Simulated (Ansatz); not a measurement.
# GeH4O2···H2: what the fields show

The calculation's input:

```
crystal:
  periodic: [false, false, false]
  atoms:
    - { symbol: Ge, position_ang: [0.150162, -0.554237, -0.288102] }
    - { symbol: H, position_ang: [-0.079107, 0.234, 2.352122] }
    - { symbol: H, position_ang: [1.222276, -0.241848, -1.365002] }
    - { symbol: H, position_ang: [-0.406422, 0.700552, 0.417591] }
    - { symbol: O, position_ang: [-1.135689, -1.406895, -1.235559] }
    - { symbol: H, position_ang: [-1.927281, -1.572637, -0.686745] }
    - { symbol: O, position_ang: [0.794178, -1.665648, 0.954891] }
    - { symbol: H, position_ang: [1.065921, -2.505546, 0.528703] }
    - { symbol: H, position_ang: [0.220862, -0.35144, 2.6432] }
basis:
  gaussian: { orbitals: def2-SVP }
hamiltonian:
  xc: blyp
  dispersion: d4
relax:
  f_tol: 0.03
  max_steps: 50
output:
  orbitals: {}
```

Launched as:

```sh
ansatz run input.yaml --threads 2 --pin off --max-ram 3072MiB --backend cpu --events-out ev --progress --plain --runs-dir out
```

The fields are those of the run's last geometry, not of the input's.

The calculation used RKS BLYP-D4/def2-SVP in Ansatz.

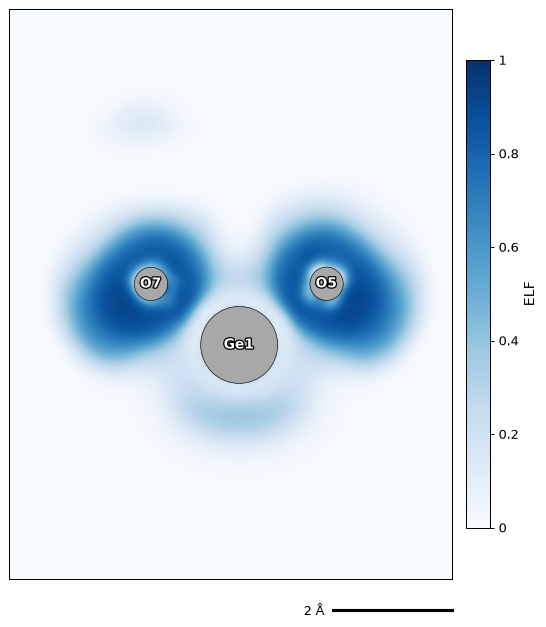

Figure 1. ELF on the plane of atoms O5, Ge1 and O7. Grey discs cover the atomic cores.

Q: What does the map show?

A: The plane passes through Ge and O nuclei.
Ge–O (1.80 Å): the ELF peaks at about 0.85 in the valence shell of O, 0.6 Å from its nucleus, and is about 0.30 at the midpoint.
The ELF also peaks beside O7 and O5, away from the bonds: lone-pair regions.

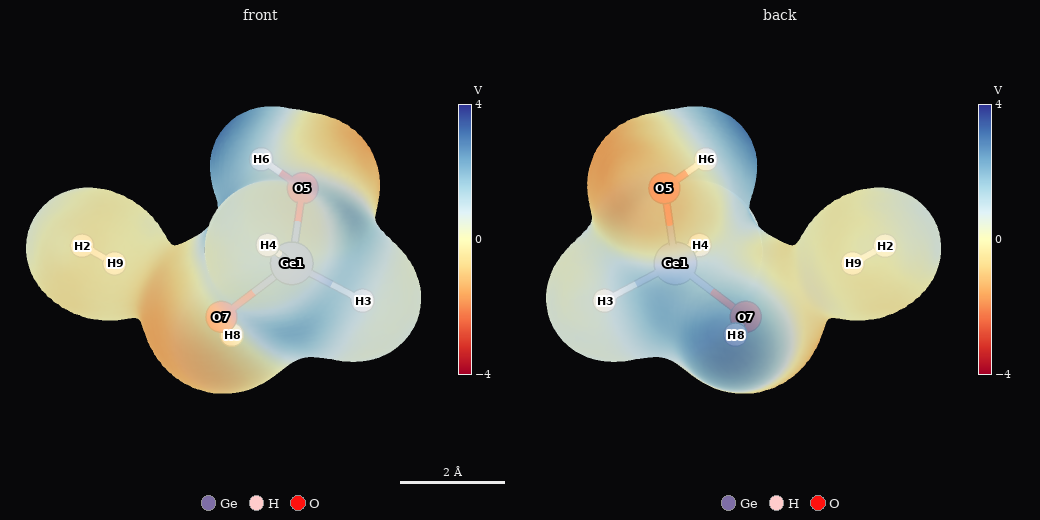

Figure 2. The molecular electrostatic potential painted on the density surface at 0.004 e/bohr³, seen from the front and from behind; red is negative and blue positive.

Q: Where is the surface potential most negative and most positive?

A: The most negative region (about −1.6 V, or −37 kcal/mol for a unit charge) lies over O5 and O7, the most positive (about +2.9 V, or +67 kcal/mol for a unit charge) over H6 and H8.

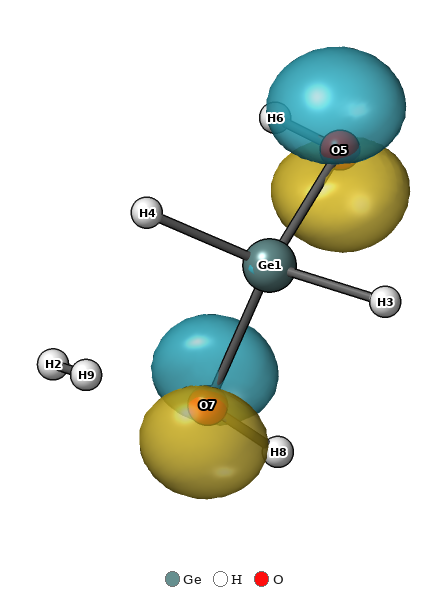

Figure 3. One frontier orbital at ±0.2 Å⁻³ᐟ² (yellow and cyan are the two phases), seen at an oblique angle.

Q: Which orbital is it: HOMO or LUMO?

A: The HOMO, at −6.68 eV. By Hirshfeld shares it lies mainly on O5 (about 50 %), O7 (about 35 %) and Ge1 (about 10 %); largely a combination of lone pairs on O5 and O7.
